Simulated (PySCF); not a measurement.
C₄H₉BGeO (SMILES CC#C[BH][GeH2][O]C)

```yaml
atoms:
  - { symbol: C, position_ang: [2.8955, 0.3570, 0.9934] }
  - { symbol: C, position_ang: [1.9082, -0.2121, 0.1120] }
  - { symbol: C, position_ang: [1.0818, -0.6984, -0.6322] }
  - { symbol: B, position_ang: [0.0423, -1.2646, -1.5237] }
  - { symbol: Ge, position_ang: [-1.7842, -0.3669, -1.6180] }
  - { symbol: O, position_ang: [-2.4327, -0.1028, 0.0312] }
  - { symbol: C, position_ang: [-1.7773, 0.6346, 1.0280] }
  - { symbol: H, position_ang: [3.4551, -0.4334, 1.4944] }
  - { symbol: H, position_ang: [3.5929, 0.9574, 0.4084] }
  - { symbol: H, position_ang: [2.4225, 0.9974, 1.7386] }
  - { symbol: H, position_ang: [0.2711, -2.2316, -2.1401] }
  - { symbol: H, position_ang: [-2.9843, -1.1183, -2.1319] }
  - { symbol: H, position_ang: [-1.8564, 0.9975, -2.3096] }
  - { symbol: H, position_ang: [-1.6918, 1.6911, 0.7561] }
  - { symbol: H, position_ang: [-0.7734, 0.2473, 1.2298] }
  - { symbol: H, position_ang: [-2.3765, 0.5548, 1.9379] }
```

Geometry: GFN2-xTB.

Level of theory: PySCF 2.14.0, CAM-B3LYP/def2-SVPD, SCF density, gas phase.

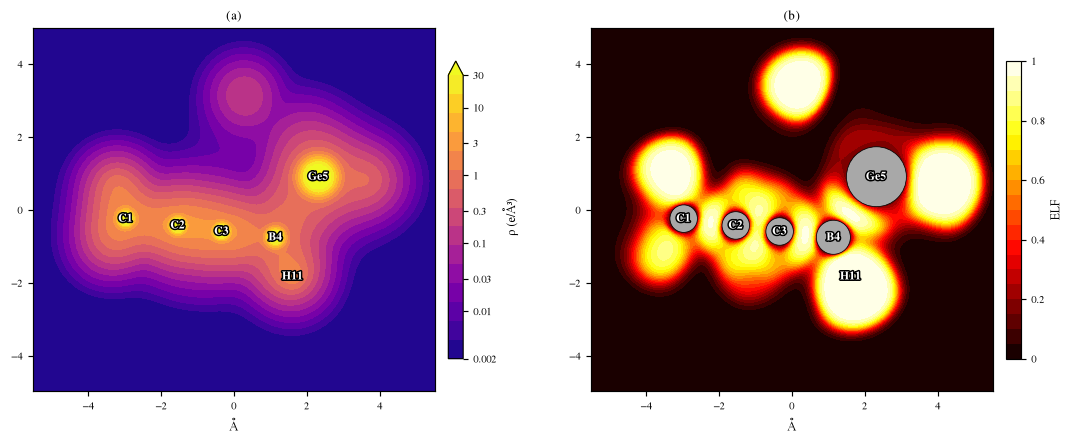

Figure 1. (a) electron density; (b) ELF on the plane of atoms C3, B4 and H11. Grey discs cover the atomic cores in the ELF map.

Interpret the plot.

Atoms in the plane: C, B, Ge and H. C–C (1.21 Å): the density is about 2.7 e/Å³ at the midpoint; the ELF peaks at about 0.85 between the atoms; a short, multiple covalent bond. C–B (1.48 Å): the density is about 1.6 e/Å³ at the midpoint; the ELF peaks at about 0.95 between the atoms (localised, covalent bonding). Ge–B (2.04 Å): the density is about 0.81 e/Å³ at the midpoint; the ELF peaks at about 0.95 between the atoms, as expected for localised, covalent bonding. B–H (1.17 Å): ρ at the midpoint is about 1.3 e/Å³; the ELF climbs to about 1 towards the hydrogen, as it does in any bond to H (a covalent bond by its length).

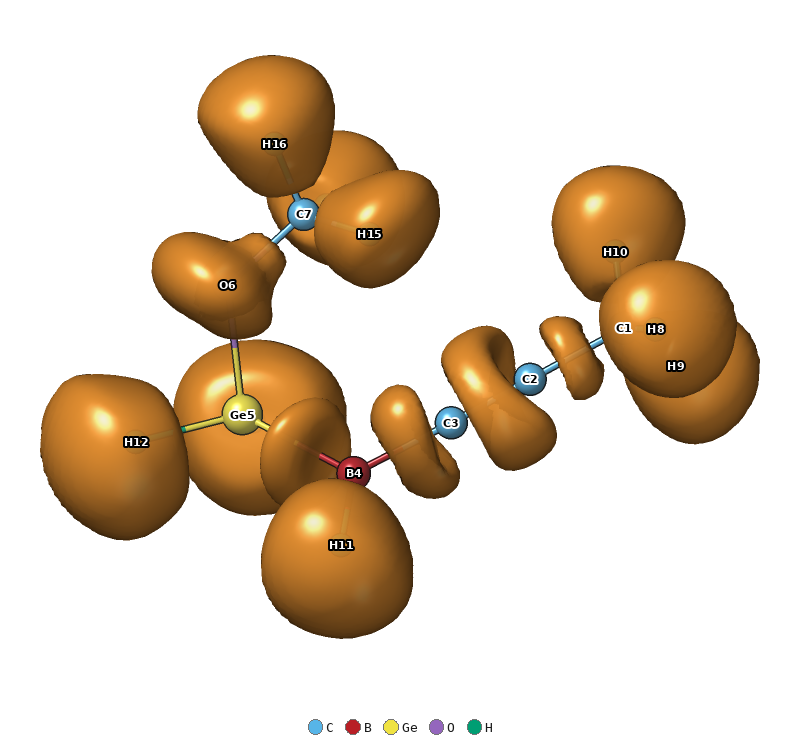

Figure 2. Isosurface of the electron localisation function at 0.75 (orange), seen at a tilt. Only the valence region is drawn (cores and ρ < 0.01 e/Å³ removed).

Identify the bonds, lone pairs and shells in this picture.

The ELF exceeds this value in one region between bonded B–C atoms (shared pairs), one region between bonded B–Ge atoms (shared pairs), two regions between bonded C–C atoms (shared pairs), nine regions around hydrogen nuclei and one region on O in which the atom's valence shell and bonds are merged. Along the contacts the grid gives the following. C–O (1.40 Å): the ELF peaks at about 0.90 between the atoms: a shared but strongly polarised pair.

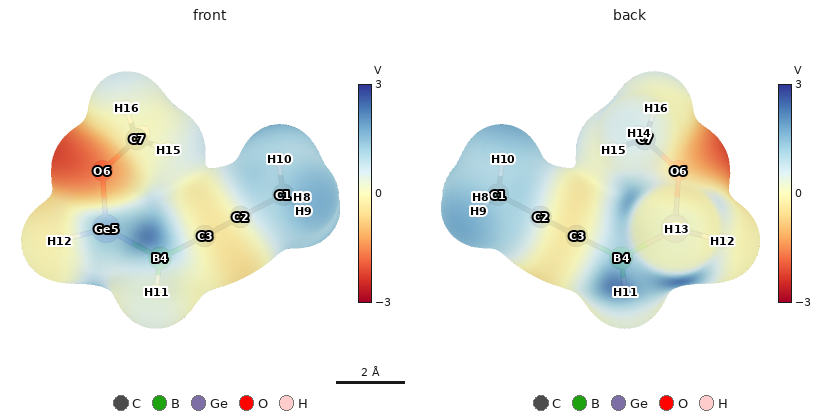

Figure 3. The molecular electrostatic potential painted on the density surface at 0.004 e/bohr³, seen from the front and from behind; red is negative and blue positive.

Which sites attract a positive test charge, and which a negative one?

A positive charge is drawn to the negative regions and a negative charge to the positive ones. The most negative region (about −2.1 V) lies over O6, the most positive (about +2.3 V) over B4 and Ge5. O6 is the likeliest acceptor of a hydrogen bond.

What dipole moment does the calculation give?

Its dipole moment is 3.97 D.
